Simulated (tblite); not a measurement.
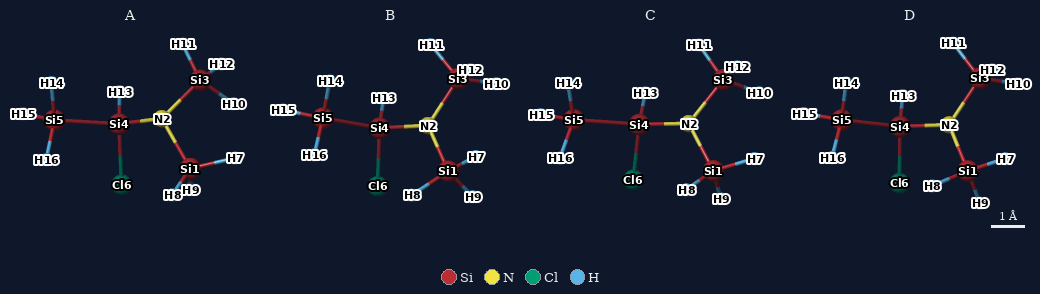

4 geometries from one relaxation of Si4NH10Cl, in shuffled order. Style: ball-and-stick. Shown at a tilt.

Level of theory: GFN2-xTB geometry optimisation, gas phase in tblite. 

> Order the frames from highest to lowest energy.

A, C, D, B. They are steps 0, 13, 37, 91, at +98.1 kJ/mol, +17.7 kJ/mol, +2.10 kJ/mol relative to the last. After 91 geometry steps the energy has fallen by 98.1 kJ/mol. H7 moves most after the best rigid fit: 0.96 Å. Largest moves by element: H 0.96 Å, N 0.70 Å, Si 0.36 Å, Cl 0.34 Å. Some distances before and after: Si1–Cl6 3.130 → 3.404 Å, Si4–Cl6 2.105 → 2.027 Å, Si4–Si5 2.239 → 2.310 Å, Si1–N2 1.799 → 1.748 Å. Among the angles between lasting bonds that change: Si1–N2–Si3 106.0° → 118.9°, Si5–Si4–H13 106.6° → 117.4°, Si1–N2–Si4 109.9° → 119.9°.
